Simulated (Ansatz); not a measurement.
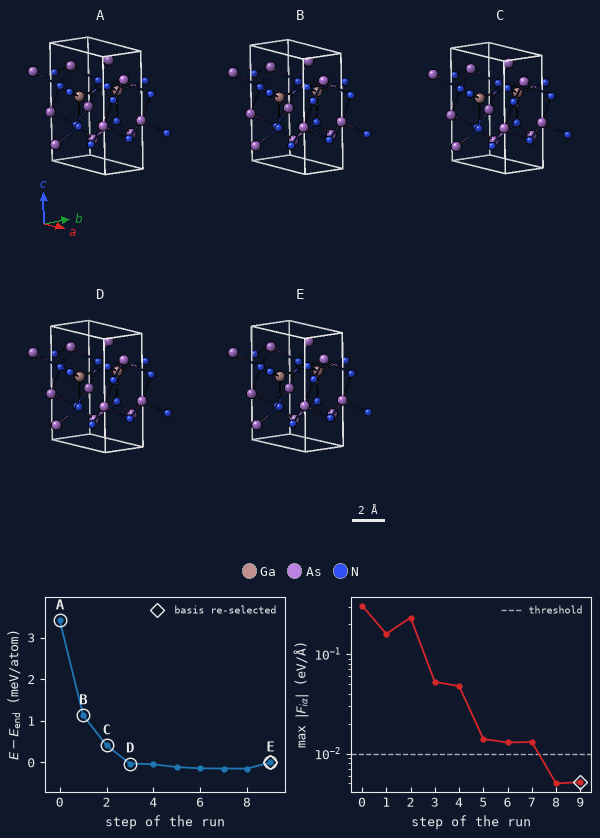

Frames of a relaxation of a crystal of GaAs3N4 (built on the MgZn3S4-6 type type), marked on the history of the run. The picture is a ball-and-stick view of the cell of the calculation, seen from a free direction.

Method: DFT, r2SCAN+rVV10, plane waves, PAW in Ansatz. Set-up: plane-wave cutoff 500 eV; k-point mesh 4 × 8 × 4; occupations fermi dirac; smearing width 0.03 eV; no spin polarisation; cell and atoms relaxed; force threshold 0.01 eV/Å; at most 120 steps.

What happens along the run?

Over 8 accepted moves (9 points after the start) the energy falls by 3.4 meV per atom. Largest force component: 0.31 eV/Å at the start, 0.0052 eV/Å at the end. Pressure: −1.02 GPa at the start and 0.00 GPa at the end. The SCF was repeated once at an unchanged geometry on a basis and grid sized afresh for the cell, which shifted the energy by 0.1 meV per atom at most. The atom that moves furthest relative to the cell is an As atom (0.13 Å along [−2 0 1]). By element the largest moves are As 0.13 Å, N 0.10 Å, Ga 0.05 Å. Cell: a 5.577 → 5.602 Å (+0.4 %), b 2.995 → 2.987 Å (−0.3 %), c 7.562 → 7.300 Å (−3.5 %), β 91.8° → 89.4°. Volume −3.3 %. Near-neighbour distances that change, for instance: Ga–N 2.041 → 2.065 Å, As–N 2.124 → 2.101 Å, As–N 1.885 → 1.870 Å, Ga–N 1.987 → 1.976 Å. The space group stays Pm (No. 6). From step 0 to 1: As atoms move most (0.06 Å), volume −2.3 %, energy −2.3 meV per atom. From step 1 to 2: an As atom moves most (0.05 Å), volume −2.1 %, energy −0.7 meV per atom. From step 2 to 3: an N atom moves most (0.02 Å), volume +0.9 %, energy −0.4 meV per atom. From step 3 to 9: an As atom moves most (0.04 Å), volume +0.2 %, energy +0.0 meV per atom.

| step | E − E(0), meV/atom | largest force component, eV/Å | pressure, GPa | volume, Å³/atom | note |
| --- | --- | --- | --- | --- | --- |
| 0 | 0.00 | 0.3067 | -1.02 | 15.780 |  |
| 1 | -2.28 | 0.1595 | -0.57 | 15.421 |  |
| 2 | -3.00 | 0.2329 | 0.44 | 15.099 |  |
| 3 | -3.44 | 0.0523 | 0.11 | 15.232 |  |
| 4 | -3.46 | 0.0477 | 0.05 | 15.241 |  |
| 5 | -3.52 | 0.0140 | 0.01 | 15.274 |  |
| 6 | -3.55 | 0.0129 | -0.01 | 15.264 |  |
| 7 | -3.56 | 0.0131 | 0.00 | 15.265 |  |
| 8 | -3.56 | 0.0050 | 0.00 | 15.265 |  |
| 9 | -3.41 | 0.0052 | 0.00 | 15.265 | same geometry, new basis |
